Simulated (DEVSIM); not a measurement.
System: Schottky contact on n-type Si, at 300 K.

```csv
layer (left to right),material,thickness (μm),Nd (cm⁻³),τn (s),τp (s)
1,Si,4.50,2.2e16,4.8e-5,4.8e-5
```

Left contact: Schottky, work function 4.98 eV, emission velocity 1.8e6 cm/s. Right contact: ohmic. Voltage is applied to the left contact. Recombination: SRH at mid-gap. Mobility is constant in doping.

Constants are typed, rounded textbook-type inputs, not results; the design itself was drawn at random and stands for no fabricated device. Values at 300 K.

```csv
parameter,Si
gap (eV),1.124
affinity (eV),4.05
permittivity,11.7
Nc (cm⁻³),2.86e19
Nv (cm⁻³),3.1e19
μn (cm²/Vs),1417
μp (cm²/Vs),470
```

DEVSIM, 1D drift-diffusion, Boltzmann statistics, complete ionisation; no tunnelling, impact ionisation, image-force lowering or self-heating. Metal contacts follow the ideal Schottky-Mott rule: no Fermi-level pinning, no interface dipoles.

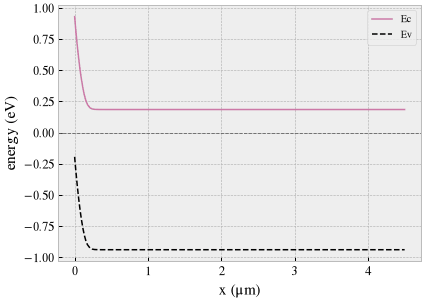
*Band edges at zero bias*

Energies count from the Fermi level of the right contact; mesh points crowd at the junctions.

```tsv
x (μm)	Ec (eV)	Ev (eV)	n (cm⁻³)	p (cm⁻³)	field (V/cm)
0.000	0.930	-0.194	6800	1.7e16	-71000
0.01207	0.848	-0.276	160000	7.1e14	-66000
0.03015	0.734	-0.390	1.3e7	8.8e12	-60000
0.05400	0.602	-0.522	2.2e9	5.2e10	-52000
0.1135	0.355	-0.769	3.1e13	3800000	-31000
0.1739	0.227	-0.897	4.5e15	26000	-12000
0.2724	0.187	-0.937	2.1e16	5600	-550
0.4772	0.185	-0.939	2.2e16	5300	≈ 0
0.7267	0.185	-0.939	2.2e16	5300	≈ 0
1.100	0.185	-0.939	2.2e16	5300	≈ 0
1.660	0.185	-0.939	2.2e16	5300	≈ 0
2.666	0.185	-0.939	2.2e16	5300	≈ 0
3.283	0.185	-0.939	2.2e16	5300	≈ 0
3.696	0.185	-0.939	2.2e16	5300	≈ 0
4.034	0.185	-0.939	2.2e16	5300	≈ 0
4.183	0.185	-0.939	2.2e16	5300	≈ 0
4.297	0.185	-0.939	2.2e16	5300	≈ 0
4.372	0.185	-0.939	2.2e16	5300	≈ 0
4.434	0.185	-0.939	2.2e16	5300	≈ 0
4.464	0.185	-0.939	2.2e16	5300	≈ 0
4.484	0.185	-0.939	2.2e16	5300	≈ 0
4.500	0.185	-0.939	2.2e16	5300	≈ 0
```
